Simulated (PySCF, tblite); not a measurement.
**C7H14Si: geometry, infrared bands and NMR shifts**

Aim: predict the infrared bands and NMR shifts of C7H14Si (`C#CC[Si@H](C)C(C)C`).

Programs: tblite 0.8.0 and PySCF 2.14.0, with density-fitted response routines of our own. Each step states its level of theory. These are calculated values for one molecule in the gas phase, unless marked as measured. Atoms count from 0, in the outputs and in this text.

**1. The starting structure**

22 atoms, charge 0, multiplicity 1; geometry from: force field or distance geometry start.

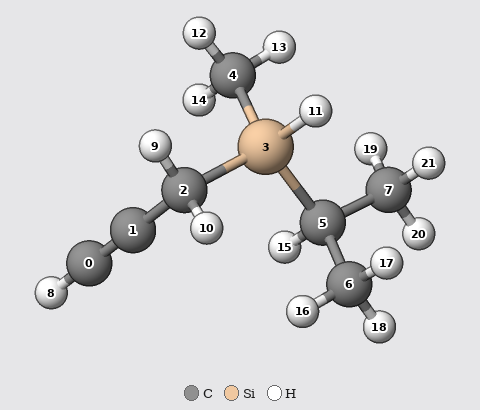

As it starts; carbon grey, silicon light orange, hydrogen white, atoms numbered.

**2. Relaxing the molecule with GFN2-xTB**

What the job is given:

```
{"job": {"kind": "relax", "xc": "GFN2-xTB", "basis": "xTB"}, "charge": 0, "multiplicity": 1}
C      3.156100    -1.464900    -0.112000
C      2.429700    -0.608500    -0.583000
C      1.578300     0.422500    -1.148900
Si     0.152400     0.962100    -0.035500
C      0.802200     1.718500     1.550100
C     -0.990700    -0.553700     0.382900
C     -1.520800    -1.248400    -0.874800
C     -2.149400    -0.170000     1.307600
H      3.786400    -2.218900     0.297800
H      2.167400     1.309100    -1.385000
H      1.148400     0.065800    -2.101200
H     -0.677500     1.959100    -0.740800
H      1.468700     2.556600     1.328200
H     -0.010100     2.102600     2.157600
H      1.357500     0.997000     2.137000
H     -0.354700    -1.266500     0.937800
H     -0.704700    -1.605000    -1.506100
H     -2.147500    -0.584600    -1.470000
H     -2.129400    -2.119000    -0.594000
H     -1.795900     0.255800     2.253200
H     -2.757800    -1.051800     1.554700
H     -2.819200     0.561500     0.831100
```

On the command line:

```bash
OMP_NUM_THREADS=1 python probes_run.py task.json out
```

One launch serves the whole session: the jobs run in the order shown.

What it wrote:

```text
step      E/eV     max force
  0    -646.68204    1.708
  1    -646.66632    4.367
  2    -646.74442    0.390
  3    -646.75174    0.281
  4    -646.76108    0.224
  5    -646.76486    0.189
  6    -646.76885    0.121
  7    -646.77055    0.112
  8    -646.77178    0.093
  9    -646.77265    0.060
 10    -646.77333    0.057
 11    -646.77375    0.045
 12    -646.77402    0.040
 13    -646.77426    0.035
 14    -646.77452    0.034
 15    -646.77479    0.036
 16    -646.77503    0.043
 17    -646.77526    0.041
 18    -646.77552    0.036
 19    -646.77579    0.038
 20    -646.77600    0.027
 21    -646.77614    0.025
 22    -646.77625    0.025
 23    -646.77638    0.024
 24    -646.77652    0.026
 25    -646.77668    0.024
 26    -646.77684    0.025
 27    -646.77700    0.026
 28    -646.77717    0.031
 29    -646.77732    0.029
 30    -646.77745    0.023
 31    -646.77758    0.026
 32    -646.77771    0.024
 33    -646.77782    0.023
 34    -646.77792    0.025
 35    -646.77800    0.026
 36    -646.77809    0.023
 37    -646.77817    0.026
 38    -646.77826    0.025
 39    -646.77835    0.031
 40    -646.77847    0.030
 41    -646.77859    0.026
 42    -646.77870    0.023
 43    -646.77879    0.023
 44    -646.77885    0.021
 45    -646.77890    0.018
 46    -646.77895    0.017
 47    -646.77899    0.020
 48    -646.77902    0.021
 49    -646.77904    0.016
 50    -646.77906    0.011
 51    -646.77908    0.013
 52    -646.77909    0.014
 53    -646.77911    0.013
 54    -646.77913    0.010
 55    -646.77915    0.013
 56    -646.77919    0.018
 57    -646.77922    0.018
 58    -646.77924    0.011
 59    -646.77925    0.007
```

Run time: 0.82 s. Hardware: 1 thread of Arm Neoverse N1, shared host.

The steps of the relaxation: (not every step is listed) (the energy doesn't fall at every step)

```csv
step,energy from step 0 (eV),largest force (eV/Å)
0,0.0000,1.7080
1,0.0157,4.3670
2,-0.0624,0.3901
3,-0.0697,0.2813
4,-0.0790,0.2241
5,-0.0828,0.1892
6,-0.0868,0.1205
7,-0.0885,0.1120
8,-0.0897,0.0928
12,-0.0920,0.0400
16,-0.0930,0.0428
20,-0.0940,0.0274
24,-0.0945,0.0257
28,-0.0951,0.0313
32,-0.0957,0.0238
36,-0.0960,0.0229
40,-0.0964,0.0302
44,-0.0968,0.0208
48,-0.0970,0.0208
52,-0.0970,0.0145
54,-0.0971,0.0104
55,-0.0971,0.0130
56,-0.0971,0.0177
57,-0.0972,0.0180
58,-0.0972,0.0108
59,-0.0972,0.0073
```

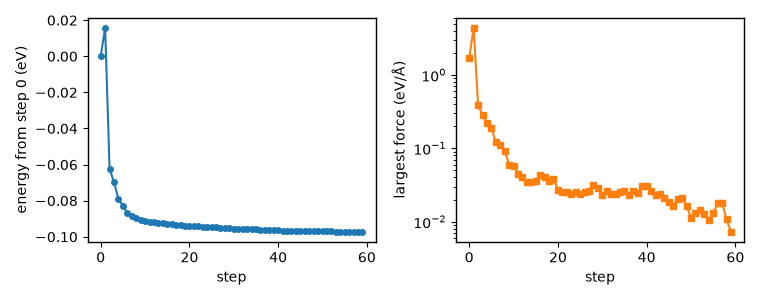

Energy and force, step by step.

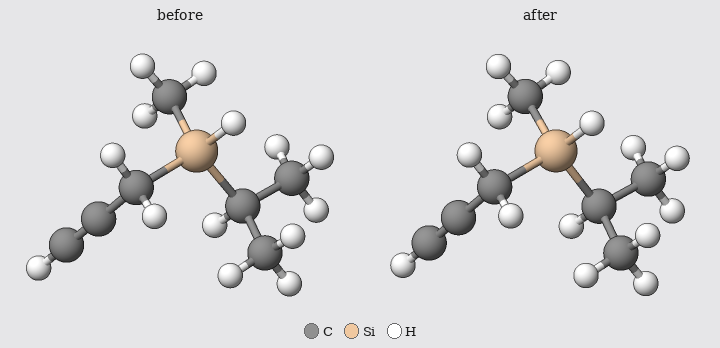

Before and after, at one scale.

Close pairs (by a distance rule), those that changed most:

```csv
bond,before (Å),after (Å),change (Å)
C2–Si3,1.888,1.921,+0.033
Si3–C5,1.944,1.914,-0.030
Si3–C4,1.873,1.901,+0.027
C0–C1,1.218,1.197,-0.020
C0–H8,1.065,1.049,-0.016
C2–H10,1.104,1.091,-0.013
C7–H21,1.100,1.088,-0.012
C1–C2,1.452,1.442,-0.010
```

The end geometry stands in the next job.

**3. Vibrational analysis with GFN2-xTB**

What the job is given:

```
{"job": {"kind": "ir", "xc": "GFN2-xTB", "basis": "xTB"}, "charge": 0, "multiplicity": 1}
C      3.026195    -1.431651    -0.065185
C      2.366182    -0.578402    -0.585105
C      1.551413     0.449263    -1.183631
Si     0.102423     0.962785    -0.032482
C      0.833624     1.720594     1.549649
C     -0.968594    -0.566334     0.389280
C     -1.492811    -1.259600    -0.866818
C     -2.135260    -0.193479     1.301618
H      3.617952    -2.178271     0.373399
H      2.178298     1.317870    -1.392930
H      1.169652     0.087479    -2.139679
H     -0.707670     1.958183    -0.762743
H      1.496537     2.548185     1.316939
H      0.059253     2.098060     2.209628
H      1.411684     0.984809     2.101968
H     -0.343875    -1.289620     0.925632
H     -0.671550    -1.618270    -1.482444
H     -2.096747    -0.575875    -1.460165
H     -2.113275    -2.114830    -0.600905
H     -1.777917     0.240056     2.232325
H     -2.731081    -1.073227     1.542859
H     -2.784842     0.531660     0.815588
```

What it wrote:

```text
mode    cm-1     km/mol
  1      20.8      0.08
  2      39.1      0.17
  3      86.9      0.11
  4     106.7      0.01
  5     137.5      0.47
  6     173.0      1.53
  7     194.2      3.16
  8     223.0      0.13
  9     244.1      1.50
 10     272.8      2.23
 11     293.3      0.01
 12     308.5      0.37
 13     382.5      2.36
 14     418.1     17.24
 15     594.7     19.13
 16     615.2     24.44
 17     634.2     97.22
 18     638.2     69.68
 19     656.0     41.25
 20     714.9     12.01
 21     741.0     16.94
 22     791.9    113.21
 23     824.3    134.66
 24     840.4    188.23
 25     946.3      7.80
 26     948.5     20.03
 27     994.3      0.70
 28    1014.2     26.57
 29    1041.2     16.55
 30    1115.6      5.62
 31    1133.9      0.34
 32    1178.8      0.95
 33    1204.1     33.83
 34    1279.7      3.36
 35    1305.4      0.02
 36    1372.0     13.02
 37    1411.8      0.81
 38    1424.3      0.32
 39    1441.1      3.15
 40    1481.3      0.34
 41    1488.1      0.59
 42    1503.5      0.04
 43    1510.6      1.80
 44    1513.6      1.85
 45    1518.3      3.59
 46    2153.1    363.17
 47    2288.8     41.19
 48    2919.7     42.62
 49    2961.3     37.83
 50    2975.1     26.77
 51    3002.8      0.56
 52    3006.5    103.86
 53    3021.1      1.56
 54    3026.8     82.05
 55    3035.9     34.29
 56    3037.1     34.32
 57    3037.6     22.84
 58    3044.8     31.76
 59    3048.7     28.02
 60    3396.6      1.93
```

It took 1.7 s on 1 thread of Arm Neoverse N1, shared host.

The strongest bands and the atoms that carry them (share of the mass-weighted mode):

```csv
cm⁻¹,km/mol,atoms
634,97.2,"H8 48 %, H11 34 %"
638,69.7,H8 65 %
792,113.2,"Si3 29 %, C4 20 %, H14 14 %, C2 13 %"
824,134.7,"H14 31 %, H13 26 %, C4 16 %"
840,188.2,"H12 34 %, H13 17 %, Si3 14 %, C4 13 %"
2153,363.2,H11 97 %
3006,103.9,"H18 47 %, H20 38 %"
3027,82.0,"H21 52 %, H17 32 %"
```

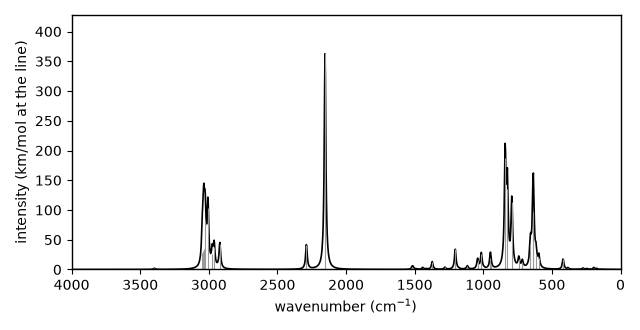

The infrared spectrum from these modes, unscaled. Lines are broadened to a width of 14 cm⁻¹ (Lorentzian).

**4. NMR shieldings: PBE0/pcSseg-1**

The job, as its differences from that of step 3:

```diff
@@ -1,2 +1,2 @@
-{"job": {"kind": "ir", "xc": "GFN2-xTB", "basis": "xTB"}, "charge": 0, "multiplicity": 1}
+{"job": {"kind": "nmr", "xc": "PBE0", "basis": "pcSseg-1"}, "charge": 0, "multiplicity": 1}
 C      3.026195    -1.431651    -0.065185
```

Level: GIAO PBE0/pcSseg-1 NMR shielding, non-relativistic, gas phase.

What it wrote:

```text
coarse grid: 17912 points
cycle   1  E = -563.9725927447  dE =  6.076e-01  |g| = 5.665e-01  |ddm| = 4.157e+00
cycle   2  E = -563.9634653193  dE =  9.127e-03  |g| = 5.977e-01  |ddm| = 1.150e+00
cycle   3  E = -564.0572088441  dE = -9.374e-02  |g| = 5.582e-02  |ddm| = 5.845e-01
cycle   4  E = -564.0577397673  dE = -5.309e-04  |g| = 3.386e-02  |ddm| = 8.026e-02
cycle   5  E = -564.0579823929  dE = -2.426e-04  |g| = 1.495e-02  |ddm| = 3.277e-02
cycle   6  E = -564.0580335768  dE = -5.118e-05  |g| = 3.643e-03  |ddm| = 1.287e-02
cycle   7  E = -564.0580368810  dE = -3.304e-06  |g| = 5.708e-04  |ddm| = 3.301e-03
final grid: 165592 points
cycle   8  E = -564.1075429527  dE = -4.790e-05  |g| = 9.472e-03  |ddm| = 4.504e-02
cycle   9  E = -564.1075360505  dE =  6.902e-06  |g| = 1.084e-02  |ddm| = 1.727e-02
cycle  10  E = -564.1075658968  dE = -2.985e-05  |g| = 1.327e-03  |ddm| = 9.255e-03
cycle  11  E = -564.1075662641  dE = -3.673e-07  |g| = 4.898e-04  |ddm| = 1.198e-03
cycle  12  E = -564.1075663201  dE = -5.591e-08  |g| = 1.339e-04  |ddm| = 4.272e-04
cycle  13  E = -564.1075663245  dE = -4.466e-09  |g| = 2.814e-05  |ddm| = 1.385e-04
cycle  14  E = -564.1075663247  dE = -1.769e-10  |g| = 6.699e-06  |ddm| = 3.010e-05
converged SCF energy = -564.1075663247

GIAO shielding tensors (ppm)
atom      isotropic    diamagn.    paramagn.     s11        s22        s33       span
  0 C      113.800     259.229    -145.429     38.466     44.229    258.706    220.240
  1 C      100.858     264.004    -163.146      0.398      8.627    293.548    293.150
  2 C      183.602     253.976     -70.374    174.939    177.878    197.989     23.050
  3 Si     356.604     882.104    -525.501    323.022    347.769    399.021     75.999
  4 C      193.916     254.454     -60.538    190.338    192.246    199.163      8.825
  5 C      171.098     252.514     -81.416    164.271    171.059    177.964     13.693
  6 C      166.539     248.860     -82.321    152.855    159.491    187.271     34.415
  7 C      166.871     247.728     -80.857    152.695    160.569    187.350     34.655
  8 H       30.494      35.287      -4.793     24.807     25.280     41.395     16.587
  9 H       30.131      28.090       2.040     25.161     28.016     37.216     12.055
 10 H       29.889      30.374      -0.485     25.956     27.670     36.040     10.084
 11 H       27.672      31.194      -3.522     25.075     25.640     32.301      7.226
 12 H       31.728      30.067       1.660     26.785     28.596     39.802     13.017
 13 H       31.508      31.188       0.320     26.036     29.819     38.668     12.632
 14 H       31.208      32.552      -1.344     26.847     29.553     37.224     10.377
 15 H       30.440      35.438      -4.998     27.304     28.609     35.406      8.102
 16 H       30.325      32.343      -2.019     24.528     30.076     36.370     11.842
 17 H       30.954      31.509      -0.555     27.281     28.747     36.834      9.553
 18 H       30.536      30.832      -0.296     26.132     27.773     37.702     11.570
 19 H       30.478      31.388      -0.910     24.676     29.979     36.779     12.103
 20 H       30.505      30.062       0.443     26.003     27.836     37.674     11.671
 21 H       30.915      30.719       0.196     27.155     28.755     36.835      9.680
```

Wall time 91 s (1 thread of Arm Neoverse N1, shared host); peak memory 1 GiB.

The references, computed at this level on geometries of the same kind, shield at (ppm): 1H TMS 31.72, 13C TMS 186.9, 29Si TMS 349.2. Their shielding less the atom's gives the shift. The references are single molecules in the gas phase. Atoms listed in one row are averaged.

```csv
atoms,environment,σ (ppm),δ (ppm),δ scaled to CDCl3
C1,alkyne carbon,100.9,86.1,82.1
C0,terminal alkyne carbon,113.8,73.1,69.5
C6,methyl carbon,166.5,20.4,18.0
C7,methyl carbon,166.9,20.1,17.7
C5,sp3 CH bonded to Si,171.1,15.8,13.5
C2,propargylic sp3 CH2 bonded to Si,183.6,3.3,1.3
C4,methyl carbon bonded to Si,193.9,-7.0,-8.7
H11,hydrogen on a silicon bonded to 3 C,27.67,4.04,–
H10,hydrogen on a propargylic sp3 CH2 bonded to Si,29.89,1.83,1.83
H9,hydrogen on a propargylic sp3 CH2 bonded to Si,30.13,1.59,1.60
H15,hydrogen on an sp3 CH bonded to Si,30.44,1.28,1.31
H8,hydrogen on a terminal alkyne carbon,30.49,1.22,1.26
"H16, H17, H18",hydrogen on a methyl carbon,30.60,1.11,1.15
"H19, H20, H21",hydrogen on a methyl carbon,30.63,1.08,1.13
"H12, H13, H14",hydrogen on a methyl carbon bonded to Si,31.48,0.24,0.33
Si3,"silicon bonded to 3 C, H",356.6,-7.4,–
```

The scaled column applies a straight-line fit of computed shieldings to shifts measured in CDCl3 (root-mean-square error 0.16 ppm for H, 1.9 ppm for C).

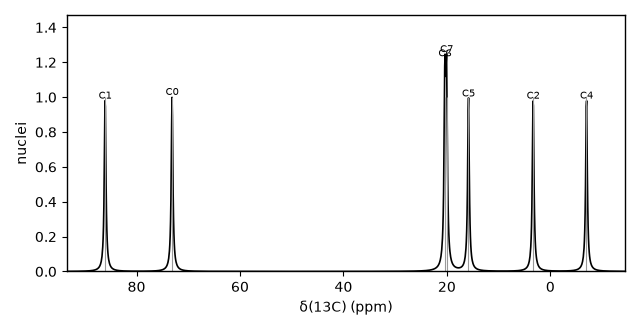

13C lines at the computed shifts, without couplings. Lines are broadened to a width of 0.37 ppm (Lorentzian).

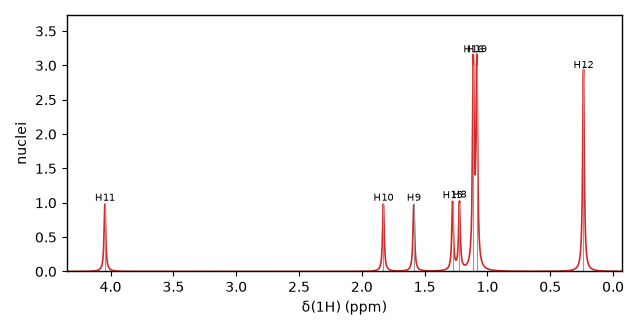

1H lines at the computed shifts, without couplings. Lines are broadened to a width of 0.02 ppm (Lorentzian).

The run also stored atomic charges by several schemes (e):

```csv
atoms,Mulliken,IAO,Hirshfeld,ESP fit
C0,-0.40,-0.28,-0.14,-0.60
C1,0.15,-0.02,-0.04,0.25
C2,-0.45,-0.55,-0.14,-0.66
Si3,0.85,0.92,0.38,0.69
C4,-0.62,-0.72,-0.21,-0.75
C5,-0.61,-0.36,-0.10,0.28
C6,-0.24,-0.41,-0.12,-0.49
C7,-0.24,-0.41,-0.12,-0.49
```

Hirshfeld charges:

C0 -0.14; C1 -0.04; C2 -0.14; Si3 0.38; C4 -0.21; C5 -0.10; C6 -0.12; C7 -0.12; H8 0.09; H9 0.06; H10 0.05; H11 -0.09; H12 0.04; H13 0.04; H14 0.04; H15 0.03; H16 0.04; H17 0.04; H18 0.04; H19 0.04; H20 0.04; H21 0.04

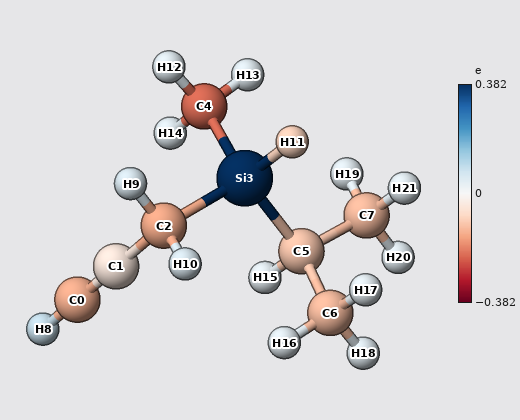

Hirshfeld charges, as colours on the atoms.

Mayer bond orders: C0–C1 2.55, C1–C2 1.10, C2–Si3 0.85, Si3–C4 0.97, Si3–C5 0.88, C5–C6 1.03, C5–C7 1.04.

Orbitals, density, ELF and potential are computed afterwards from the orbital file.

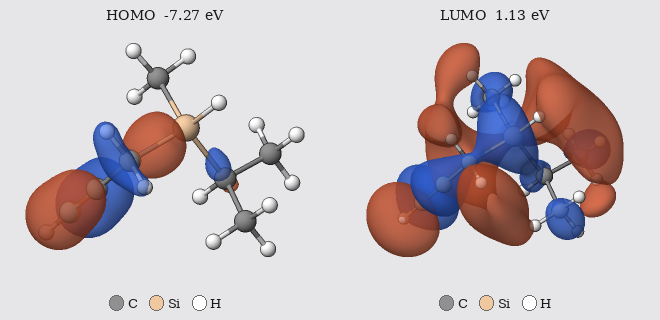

Frontier orbitals at PBE0/pcSseg-1; each surface holds 70 % of the orbital's density, blue and red mark the sign.

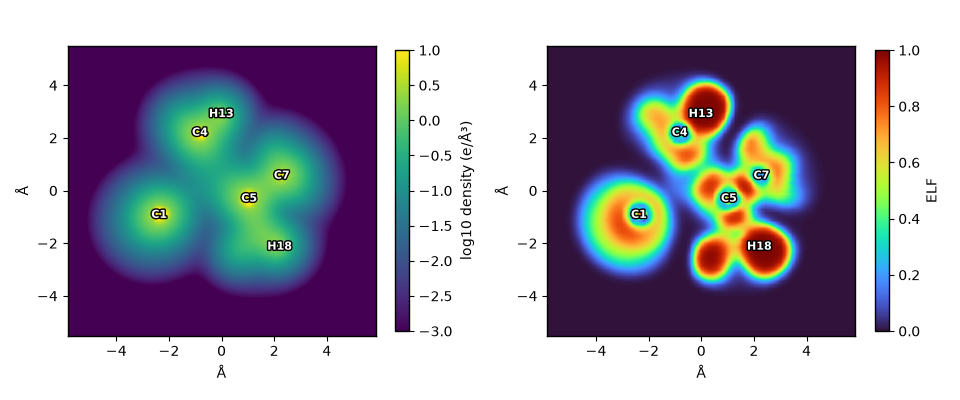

Density (left) and ELF (right) in a plane through or near 6 of the atoms.

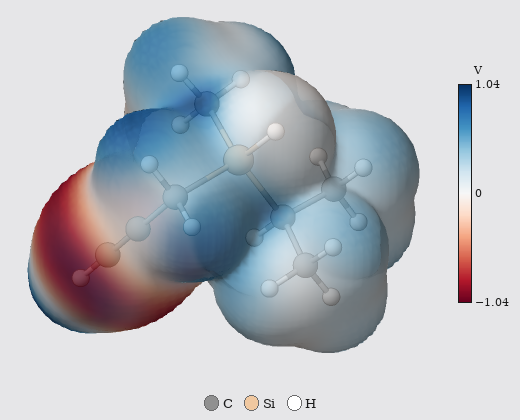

The potential that a unit positive charge feels on the 0.002 e/bohr³ surface, from -0.93 V near C0 to 1.04 V near H8.

**5. Results**

```
                                                              quantity                                               value
                             strongest single infrared mode (GFN2-xTB)                               2153 cm⁻¹, 363 km/mol
                                          zero-point energy (GFN2-xTB)                                      115.4 kcal/mol
                                13C shifts against TMS (PBE0/pcSseg-1)         86.1, 73.1, 20.4, 20.1, 15.8, 3.3, -7.0 ppm
1H shifts against TMS (PBE0/pcSseg-1, means over atoms taken as alike)  4.04, 1.83, 1.59, 1.28, 1.22, 1.11, 1.08, 0.24 ppm
                               29Si shifts against TMS (PBE0/pcSseg-1)                                            -7.4 ppm
                                 surface potential, least and greatest                                  -0.93 V and 1.04 V
```

The optimisation took 59 steps and gained 0.097 eV; among the close pairs (by a distance rule), C2–Si3 changed most, from 1.888 to 1.921 Å. No mode is imaginary among the 60: a minimum at this level. The strongest single mode, at 2153 cm⁻¹, moves mainly H11. Unscaled tight-binding wavenumbers are off by several per cent, some by more. Its intensities can rank the bands wrongly. At PBE0/pcSseg-1: Shielding is most anisotropic at C1 (span 293 ppm, paramagnetic term -163 ppm).
